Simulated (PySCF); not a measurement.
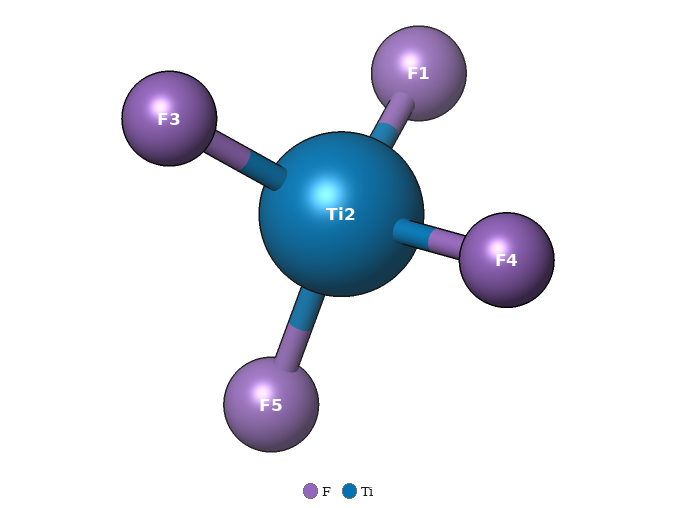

Charge 0, singlet. The computed structure is the end point of a PBE0-D3(BJ)/def2-SVP optimisation. No frequency run is at hand to confirm it as a minimum. Properties computed with delta-SCF UKS SCAN, pcX-1 on the ionised atom, pcseg-1 elsewhere, spin-free X2C (PySCF 2.14.0).

Give the core-electron binding energies (to vacuum) of F1 1s.

```tsv
atom	level	binding energy (eV)
F1	1s	693.2
```
